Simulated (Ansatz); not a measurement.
# C2H9NO2Sn: rotation by 120° about the C4–C5 bond, part 3 of 3

How high is the barrier for the rotation by 120° about the C4–C5 bond? Relax the two ends, then run a nudged elastic band between them. SMILES of the start: [NH2][SnH]([OH])[CH2]CO.

Ansatz 0.2.0; RKS B3LYP-D4/def2-SVP. Earlier steps stand in the parts before.

## 8. Vibrations at the top

The geometry is the highest inner image of the first converged band.

input.yaml reads:

```yaml
crystal:
  periodic: [false, false, false]
  atoms:
    - { symbol: "N", position_ang: [-0.436129, -1.51613, 1.728295] }
    - { symbol: Sn, position_ang: [0.902751, -0.333439, 0.703637] }
    - { symbol: O, position_ang: [2.360736, -1.620184, 0.189409] }
    - { symbol: C, position_ang: [0.276286, 0.377618, -1.262171] }
    - { symbol: C, position_ang: [-0.99311, 1.205009, -1.090246] }
    - { symbol: O, position_ang: [-1.301813, 1.250714, 0.309695] }
    - { symbol: H, position_ang: [-0.405478, -2.473348, 1.372149] }
    - { symbol: H, position_ang: [-1.386158, -1.170665, 1.585283] }
    - { symbol: H, position_ang: [1.571359, 0.845116, 1.767422] }
    - { symbol: H, position_ang: [2.886305, -1.893823, 0.953224] }
    - { symbol: H, position_ang: [0.131373, -0.511213, -1.892864] }
    - { symbol: H, position_ang: [1.108261, 0.957499, -1.687682] }
    - { symbol: H, position_ang: [-0.851856, 2.231529, -1.475733] }
    - { symbol: H, position_ang: [-1.837814, 0.756202, -1.645415] }
    - { symbol: H, position_ang: [-2.046512, 1.844317, 0.474398] }
basis:
  gaussian: { orbitals: def2-SVP }
hamiltonian:
  xc: b3lyp
  dispersion: d4
phonons: {}
```

Run with:

```bash
ansatz run input.yaml --threads 2 --pin off --max-ram 3072MiB --backend cpu --events-out ev --progress --plain --runs-dir out
```

Log (excerpt; [...] marks lines left out):

```text
Warning: RAYON_NUM_THREADS=2 ignored (pool sized by the plan → 2); use --threads N
[...]
Functional definition: B3LYP
[...]
1635 factors; integrals over basis functions are off by at most 5.2e-4 eV
[...]
mean field -13632.11441851 eV, -500.9709647013 hartree, gradient 3.9e-5 eV, S^2 0.000000; 0 other end points of the search recorded, 0 dependent functions left out
[...]
reference -13632.11471000 eV, -500.9709754134 hartree; 33, 33 occupied and 108, 108 virtual orbitals, 1635 factors
[...]
WARN: phonons: modes at or below zero, which the zero-point energy, F, S and C_V leave out: 1, the lowest at -103.71 cm⁻¹. A minimum has none, and a first-order saddle one
[...]
Atom 9 at     2.886305    -1.893823     0.953224 Å, force     0.001000    -0.001946    -0.000734 eV/Å
Atom 10 at     0.131373    -0.511213    -1.892864 Å, force     0.001022     0.000678    -0.000398 eV/Å
Atom 11 at     1.108261     0.957499    -1.687682 Å, force     0.000165    -0.001908     0.001006 eV/Å
Atom 12 at    -0.851856     2.231529    -1.475733 Å, force     0.000101    -0.000834    -0.003752 eV/Å
Atom 13 at    -1.837814     0.756202    -1.645415 Å, force     0.001769     0.000254    -0.005418 eV/Å
Atom 14 at    -2.046512     1.844317     0.474398 Å, force     0.000019    -0.000925     0.000884 eV/Å
Dipole moment:    -0.559593     0.458717    -0.252699 e Å
[...]
```

It took 6.8 min on 2 threads of Arm Neoverse V1, shared host; peak memory 0.44 GiB.

Of 39 modes, 1 is imaginary by more than 30 cm⁻¹ (104i cm⁻¹).

## 9. The band again, with other settings

crystal.atoms is end A as relaxed above, and neb.final_atoms is end B, turned to lie on A. With 5 inner images the band has 7 in all.

input.yaml reads:

```yaml
crystal:
  periodic: [false, false, false]
  atoms:
    - { symbol: "N", position_ang: [-0.01795, -1.626677, 1.822963] }
    - { symbol: Sn, position_ang: [0.929044, -0.223828, 0.648805] }
    - { symbol: O, position_ang: [2.666543, -1.098086, 0.152558] }
    - { symbol: C, position_ang: [0.037238, 0.191268, -1.294132] }
    - { symbol: C, position_ang: [-1.072386, 1.201993, -1.072414] }
    - { symbol: O, position_ang: [-1.714943, 0.859268, 0.156575] }
    - { symbol: H, position_ang: [0.074454, -2.55657, 1.408375] }
    - { symbol: H, position_ang: [-1.019351, -1.426418, 1.868015] }
    - { symbol: H, position_ang: [1.247348, 1.176447, 1.606789] }
    - { symbol: H, position_ang: [3.203781, -1.297489, 0.931503] }
    - { symbol: H, position_ang: [-0.35298, -0.765985, -1.672972] }
    - { symbol: H, position_ang: [0.803916, 0.552982, -1.994452] }
    - { symbol: H, position_ang: [-0.645333, 2.222366, -1.015901] }
    - { symbol: H, position_ang: [-1.804165, 1.197174, -1.904794] }
    - { symbol: H, position_ang: [-2.357016, 1.542757, 0.388483] }
basis:
  gaussian: { orbitals: def2-SVP }
hamiltonian:
  xc: b3lyp
  dispersion: d4
neb:
  order_check: false
  images: 5
  f_tol: 0.03
  max_iterations: 48
  initial_path: idpp
  optimiser: lbfgs
  climbing: immediate
  final_atoms:
    - { symbol: "N", position_ang: [-0.20492717, -1.41824357, 1.70020447] }
    - { symbol: Sn, position_ang: [1.07314214, -0.17777588, 0.66224516] }
    - { symbol: O, position_ang: [2.53288482, -1.40580707, 0.04253716] }
    - { symbol: C, position_ang: [0.28640616, 0.58699436, -1.21837551] }
    - { symbol: C, position_ang: [-1.20321389, 0.80117695, -1.03122907] }
    - { symbol: O, position_ang: [-1.38419202, 1.39124001, 0.25509832] }
    - { symbol: H, position_ang: [-0.38764463, -2.28095233, 1.18490575] }
    - { symbol: H, position_ang: [-1.1063528, -0.96380689, 1.85312307] }
    - { symbol: H, position_ang: [1.7145664, 0.9837201, 1.7592785] }
    - { symbol: H, position_ang: [3.01901719, -1.79368269, 0.78268248] }
    - { symbol: H, position_ang: [0.51141418, -0.13436854, -2.01712726] }
    - { symbol: H, position_ang: [0.80586461, 1.53117893, -1.44322131] }
    - { symbol: H, position_ang: [-1.62192036, 1.45636963, -1.82108092] }
    - { symbol: H, position_ang: [-1.73197393, -0.17044512, -1.09243593] }
    - { symbol: H, position_ang: [-2.3248707, 1.5436041, 0.41279608] }
```

Run with:

```bash
ansatz run input.yaml --threads 2 --pin off --max-ram 3072MiB --backend cpu --events-out ev --progress --plain --runs-dir out
```

Log (excerpt; [...] marks lines left out):

```text
Warning: RAYON_NUM_THREADS=2 ignored (pool sized by the plan → 2); use --threads N
[...]
[... 1 set-up line as earlier in the session ...]
[...]
1633 factors; integrals over basis functions are off by at most 5.0e-4 eV
[...]
mean field -13632.16051155 eV, -500.9726585893 hartree, gradient 3.7e-5 eV, S^2 0.000000; 0 other end points of the search recorded, 0 dependent functions left out
[...]
Atom 11 at     1.116983     0.968822    -1.668122 Å, force    -0.003208     0.002975    -0.002895 eV/Å
Atom 12 at    -0.855450     2.221865    -1.492984 Å, force    -0.008115    -0.003768     0.006889 eV/Å
Atom 13 at    -1.822955     0.735581    -1.665746 Å, force    -0.000900     0.002496     0.012006 eV/Å
Atom 14 at    -2.106502     1.815653     0.425856 Å, force     0.011029     0.000875     0.016686 eV/Å
Dipole moment:    -0.616082     0.443621    -0.241886 e Å
this run last wrote the band of iteration 26 to <dir>
```

Wall time 13 min (2 threads of Arm Neoverse V1, shared host); peak memory 0.44 GiB.

## 10. What the band shows

The 5 inner images lie between the fixed ends 0 and 6. Energy is taken from image 0, and the path length is the program's own coordinate along the band.

| image | path (Å) | energy (eV) | dihedral Sn2–C4–C5–O6 (°) | band force (eV/Å) |
| --- | --- | --- | --- | --- |
| 0 | 0.000 | 0.0000 | -38 | - |
| 1 | 0.536 | 0.0122 | -26 | 0.016 |
| 2 | 1.071 | 0.0351 | -13 | 0.017 |
| 3* | 1.605 | 0.0454 | 2 | 0.018 |
| 4 | 2.145 | 0.0314 | 16 | 0.017 |
| 5 | 2.686 | 0.0079 | 30 | 0.023 |
| 6 | 3.226 | -0.0032 | 42 | - |

The star marks the climbing image.

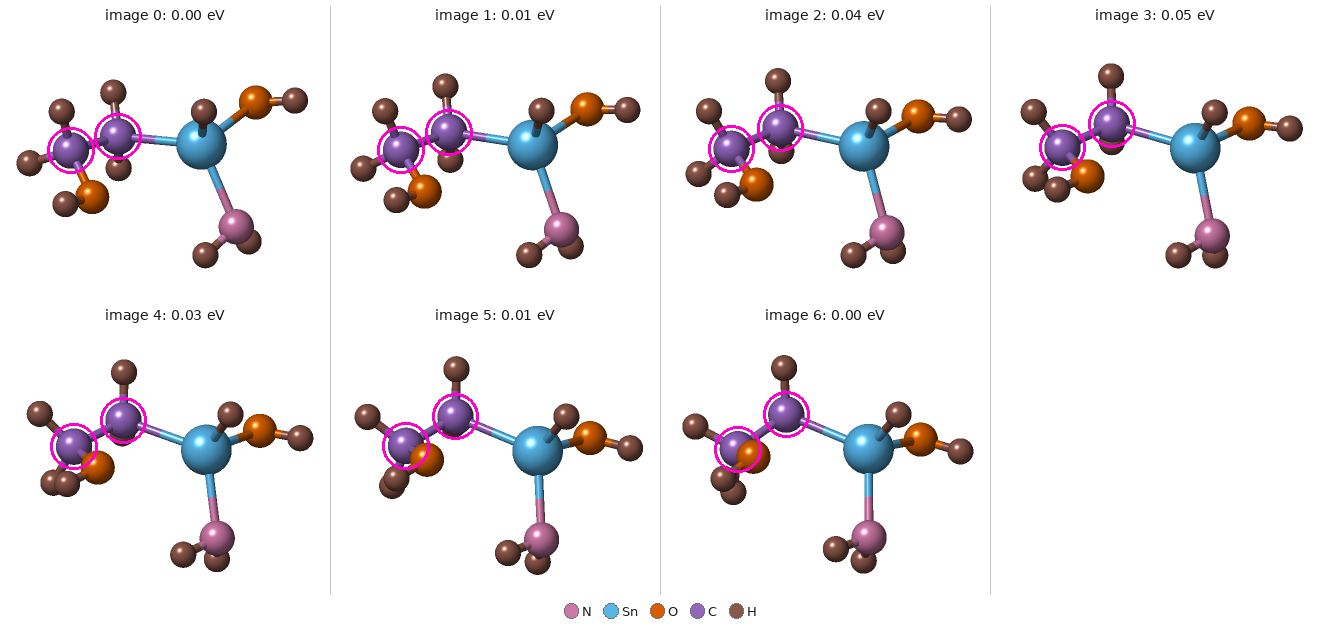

The images of the last band, seen from a chosen angle. Ringed: C4, C5. Sticks join atoms closer than a bonding distance in each image.

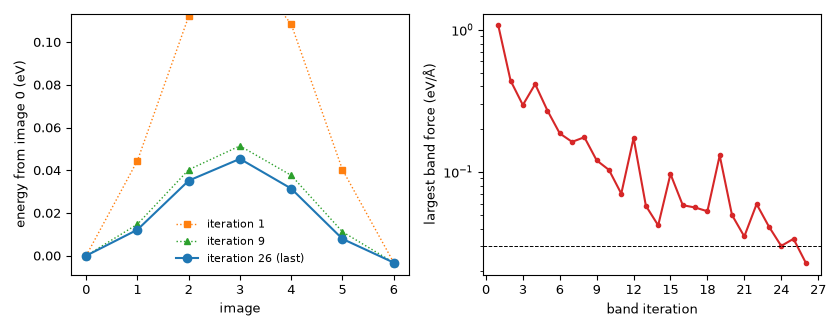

Left: energy of each image for early iterations and the last one (lines only join the points; early values far above the last band run off the scale). Right: the largest band force by iteration, with the threshold dashed.

## 11. What came out

The summary covers parts 1 to 3.

```
                                quantity                                                      value
                                   end A                                   28 moves, 0.565 eV lower
                                   end B                                   25 moves, 0.620 eV lower
            first band: barrier forwards                                                   0.041 eV
           first band: barrier backwards                                                   0.045 eV
first band: second end relative to first                                                  -0.003 eV
               first band: highest image                                      3 of 0 to 6, climbing
             first band: band iterations                                                          8
              imaginary modes at the top                                                  104i cm⁻¹
                             second band  top 0.045 eV above image 0, 26 iterations, 5 inner images
             time, first and second band                                         4.8 min and 13 min
```

**Reading.** In the first band: the top lies 0.041 eV above the first end, or 1.6 kT at room temperature. The two ends lie within 4 meV of each other. The listed dihedral goes from -38° at end A through 2° at the highest image to 42° at end B; the relaxed ends differ by 81° in it rather than the 120° set up, and other torsions can move along the band as well. One imaginary mode, as a first-order saddle point has. The second band's top lies 4 meV above the first's, so the changed settings hardly move the height. These are electronic energies, with no zero-point or thermal terms.
